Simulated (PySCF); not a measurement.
Input file:

```
{"job": {"kind": "nmr", "xc": "PBE0", "basis": "pcSseg-1"}, "charge": 0, "multiplicity": 1}
C     -0.760178     2.048383     1.835449
C     -0.525042     0.931167     1.471219
C     -0.284666    -0.422653     1.032839
F      0.718643    -0.992713     1.836803
Si    -1.917776    -1.469843     1.057613
C     -2.123582    -1.259431    -0.825646
C     -0.765935    -0.817167    -1.290444
C      0.154580    -0.428071    -0.414641
Si     1.936868     0.031065    -0.832232
C      2.452638     1.605443     0.088772
H     -0.955288     3.029878     2.150306
H     -2.964769    -0.840173     1.859742
H     -1.609579    -2.838602     1.465897
H     -2.425880    -2.165417    -1.352505
H     -2.867286    -0.498862    -1.074959
H     -0.560447    -0.829942    -2.351276
H      1.996613     0.234013    -2.287111
H      2.808295    -1.086956    -0.449368
H      2.422298     1.453956     1.163532
H      3.465225     1.893388    -0.177033
H      1.796349     2.439478    -0.143258
```

Run with:

```sh
OMP_NUM_THREADS=1 python probes_run.py task.json out
```

Geometry: GFN2-xTB.

The calculation used PBE0/pcSseg-1, SCF density, gas phase, non-relativistic in PySCF.

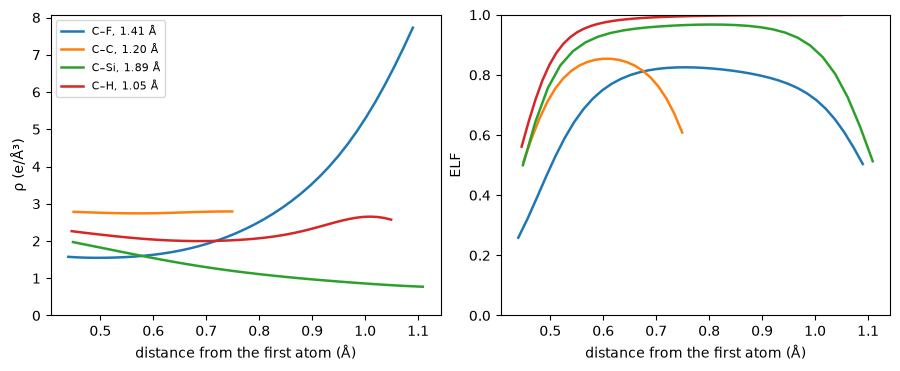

C₇H₁₁FSi₂. Total electron density and ELF along straight lines between neighbouring atoms. The curves leave out the atomic cores.

Compare the contacts.

Answer. C–F (1.41 Å): the density is about 1.9 e/Å³ at the midpoint, with its minimum of 1.5 e/Å³ about 0.5 Å from C; the ELF peaks at about 0.85 between the atoms (a polar covalent bond).
C–C (1.20 Å): ρ at the midpoint is about 2.7 e/Å³; the ELF peaks at about 0.85 between the atoms: a multiple bond.
C–Si (1.89 Å): ρ at the midpoint is about 0.92 e/Å³; the ELF peaks at about 0.95 between the atoms, as expected for localised, covalent bonding.
C–H (1.05 Å): ρ is about 2.1 e/Å³ halfway; the ELF climbs to about 1 towards the hydrogen, as it does in any bond to H: an ordinary covalent bond to hydrogen.
